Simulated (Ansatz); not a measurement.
**[BH4]− (SMILES [H][B-]([H])([H])[H]): SVWN5/3-21G**

What is the vertical ionisation energy of [BH4]− at SVWN5/3-21G? 

The results are computed with Ansatz 0.2.0.

## 1. The system as given

[BH4]− has 5 atoms, charge -1, and is taken as a singlet. SMILES: `[H][B-]([H])([H])[H]`. Geometry: relaxed at GFN2-xTB.

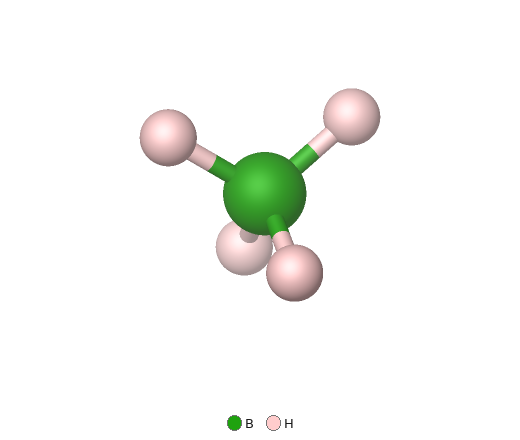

Viewed from a chosen angle; boron green, hydrogen pink.

## 2. The energy at SVWN5/3-21G

run.yaml

```yaml
crystal:
  periodic: [false, false, false]
  atoms:
    - symbol: B
      position_ang: [0.000000, -0.000190, -0.000050]
    - symbol: H
      position_ang: [0.011880, -0.020580, 1.229120]
    - symbol: H
      position_ang: [1.154650, 0.011840, -0.420810]
    - symbol: H
      position_ang: [-0.587600, 1.007810, -0.387560]
    - symbol: H
      position_ang: [-0.578930, -0.998880, -0.420690]
basis:
  gaussian:
    orbitals: 3-21G.json
hamiltonian:
  xc: {name: SVWN5}
total_charge: -1
accuracy: high
```

The basis set 3-21G is read from a file made from the Basis Set Exchange's data (not shown).

Started as:

```console
$ ansatz run run.yaml --threads 1 --pin off --max-ram 2610MiB --events-out events.jsonl --progress --plain --runs-dir runs
```

Standard output:

```text
Warning: RAYON_NUM_THREADS=1 ignored (pool sized by the plan → 1); use --threads N
Functional definition: SVWN5
  name "SVWN5"
  exchange = slater_x
  correlation = vwn5_c
342 factors; integrals over basis functions are off by at most 5.4e-9 eV
mean field evaluation 1: about -727.3548 eV, gradient 1.1e1 eV
mean field evaluation 2: about -727.3606 eV, gradient 1.1e1 eV
mean field evaluation 4: about -727.7802 eV, gradient 1.2e-2 eV
mean field evaluation 8: about -727.7498 eV, gradient 3.9e-4 eV
mean field -727.74976944 eV, -26.7443107405 hartree, gradient 3.4e-8 eV, S^2 0.000000; 0 other end points of the search recorded, 0 dependent functions left out
reference -727.74977128 eV, -26.7443108082 hartree; 5, 5 occupied and 12, 12 virtual orbitals, 342 factors
Total energy: -727.74977128 eV, -26.7443108082 hartree
```

It took 0.34 s on 1 thread of Arm Neoverse V2, shared host.

## 3. Doublet neutral BH4, same level

molecule.yaml

```yaml
crystal:
  periodic: [false, false, false]
  atoms:
    - {symbol: B, position_ang: [0.000000, -0.000190, -0.000050]}
    - {symbol: H, position_ang: [0.011880, -0.020580, 1.229120]}
    - {symbol: H, position_ang: [1.154650, 0.011840, -0.420810]}
    - {symbol: H, position_ang: [-0.587600, 1.007810, -0.387560]}
    - {symbol: H, position_ang: [-0.578930, -0.998880, -0.420690]}
basis:
  gaussian: {orbitals: 3-21G.json}
total_charge: 0
magnetization: {spin_polarized: true, initial_magnetization: 1}
hamiltonian: {xc: {name: SVWN5}}
accuracy: high
```

The basis set 3-21G is read from a file made from the Basis Set Exchange's data (not shown).

Started as:

```console
$ ansatz run molecule.yaml --threads 1 --pin off --max-ram 2610MiB --events-out events.jsonl --progress --plain --runs-dir runs
```

Standard output:

```text
Warning: RAYON_NUM_THREADS=1 ignored (pool sized by the plan → 1); use --threads N
Functional definition: SVWN5
  name "SVWN5"
  exchange = slater_x
  correlation = vwn5_c
342 factors; integrals over basis functions are off by at most 5.4e-9 eV
mean field evaluation 1: about -722.0894 eV, gradient 1.6e1 eV
mean field evaluation 2: about -721.1452 eV, gradient 1.9e1 eV
mean field evaluation 4: about -723.3281 eV, gradient 7.0e0 eV
mean field evaluation 8: about -723.5236 eV, gradient 5.2e0 eV
mean field evaluation 16: about -723.9358 eV, gradient 4.2e-5 eV
mean field evaluation 32: about -723.9343 eV, gradient 2.1e-1 eV
mean field -723.93600119 eV, -26.6041573422 hartree, gradient 3.0e-8 eV, S^2 0.750854; 8 other end points of the search recorded, 0 dependent functions left out
reference -723.93600291 eV, -26.6041574054 hartree; 5, 4 occupied and 12, 13 virtual orbitals, 342 factors
Total energy: -723.93600291 eV, -26.6041574054 hartree
```

Wall time 1.4 s (1 thread of Arm Neoverse V2, shared host); peak memory 0.1 GiB.

## 4. Results

Level: SVWN5/3-21G.

| quantity | value |
| --- | --- |
| singlet [BH4]−: total energy | -26.74431 Eh |
| doublet neutral BH4: total energy | -26.60416 Eh |
| doublet neutral BH4: ⟨S²⟩ | 0.751 |
| vertical detachment energy (to the doublet neutral) | 3.814 eV |

In words: The vertical ionisation energy comes to 3.81 eV (88 kcal/mol).
